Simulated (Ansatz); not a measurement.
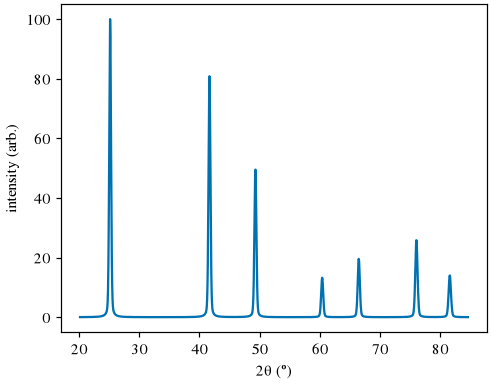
*Simulated powder pattern, Co Kα, λ = 1.79026 Å*

The pattern belongs to a structure relaxed with the program Ansatz at the PBE level (PAW).

Q: Which of these materials gives this?
(A) Ti, β-Sn type
(B) Tl, diamond
(C) CoSi2, fluorite or antifluorite type
(D) TiB2, P6/mmm (Ti on 1a, B on 2d)

A: B, Tl, diamond

Space group Fd-3m (diamond). The start of the workflow was typed in or built on a structure type; neither database checked (COD, Materials Project) lists it. It is not the phase usual at ambient conditions (space group No. 194). The PBE relaxation kept the symmetry of its start; whether a distortion lowers the energy is not shown. Scalar-relativistic: spin–orbit coupling is off unless named, which matters more the heavier the elements.

Potentials: the later of the program's two PAW sets.
